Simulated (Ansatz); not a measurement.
# CH₅NOSi: how energies converge with the basis set

Aim: see how fast density functionals converge with the basis set for CH₅NOSi.

The runs use Ansatz 0.2.0, Gaussian basis; one geometry, several basis sets.

Levels to be run: PBE0-D4/def2-SVP; ωB97M-V/def2-SVP; PBE0-D4/def2-QZVPP; ωB97M-V/def2-QZVPP; the functionals' def2-TZVPP values are taken from earlier runs.

### Step 1. The relaxed structure

All runs share one geometry, relaxed beforehand with PBE0-D4 in a triple-zeta def2 set.

SMILES `O=CN[SiH3]`, 9 atoms, charge 0, spin multiplicity 1.

Atoms are counted from 1 here; the program's logs count them from 0.

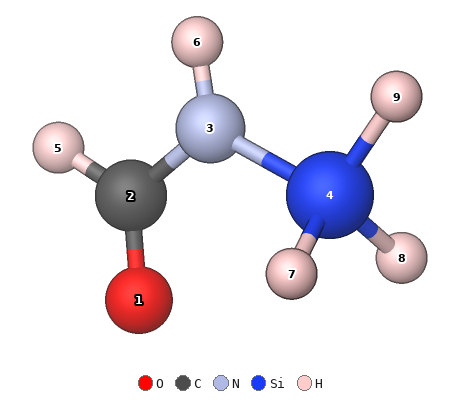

The geometry (oxygen red, carbon dark grey, nitrogen light blue, silicon blue, hydrogen pink); atoms are numbered from 1 in the order of the file.

Geometry (Å):

```mol
CH5NOSi
  3D, bonds by distance, orders not assigned

  9  8  0  0  0  0  0  0  0  0999 V2000
    0.3747   -0.1203   -1.9386 O   0  0
    0.7654    0.6549   -1.0962 C   0  0
    0.3943    0.5662    0.2054 N   0  0
   -0.6977   -0.7243    0.6948 Si  0  0
    1.4519    1.4896   -1.3281 H   0  0
    0.7653    1.2524    0.8428 H   0  0
   -1.9998   -0.6046    0.0022 H   0  0
   -0.0909   -2.0510    0.4473 H   0  0
   -0.8748   -0.5091    2.1535 H   0  0
  1  2  8  0
  2  3  8  0
  3  4  8  0
  2  5  8  0
  3  6  8  0
  4  7  8  0
  4  8  8  0
  4  9  8  0
M  END
```

### Step 2. PBE0-D4 in def2-SVP

File in.yaml:

```yaml
crystal:
  periodic: [false, false, false]
  atoms:
    - {symbol: O, position_ang: [0.374706, -0.120303, -1.938641]}
    - {symbol: C, position_ang: [0.765390, 0.654892, -1.096243]}
    - {symbol: N, position_ang: [0.394299, 0.566186, 0.205350]}
    - {symbol: Si, position_ang: [-0.697657, -0.724280, 0.694811]}
    - {symbol: H, position_ang: [1.451866, 1.489598, -1.328086]}
    - {symbol: H, position_ang: [0.765338, 1.252378, 0.842760]}
    - {symbol: H, position_ang: [-1.999785, -0.604572, 0.002169]}
    - {symbol: H, position_ang: [-0.090853, -2.050974, 0.447287]}
    - {symbol: H, position_ang: [-0.874804, -0.509124, 2.153492]}
basis:
  gaussian: {orbitals: def2-SVP}
hamiltonian: {xc: pbe0, dispersion: d4}
output: {orbitals: {seedname: orbitals}}
```

Launch:

```console
$ ansatz run in.yaml --threads 2 --pin off --events-out ev --progress --plain --max-ram 4352MiB
```

After this run come: ωB97M-V in def2-SVP; PBE0-D4 in def2-QZVPP; ωB97M-V in def2-QZVPP.

Before running them: what should the planned runs give, taken together? Wanted: PBE0-D4: double and triple zeta above quadruple; ωB97M-V: double and triple zeta above quadruple.

**Answer**, as computed:

```
                                       quantity          value
PBE0-D4: double and triple zeta above quadruple  8.72, 0.53 eV
ωB97M-V: double and triple zeta above quadruple  8.90, 0.50 eV
```

**Reading.** PBE0-D4 gains 8.19 eV from double to triple zeta, then 0.53 eV more. Total energies overstate the basis error of differences, where much of it tends to cancel. The LUMO of ωB97M-V is positive and keeps falling with the basis (2.58 to 1.24 eV): an unbound level that the basis holds in place.
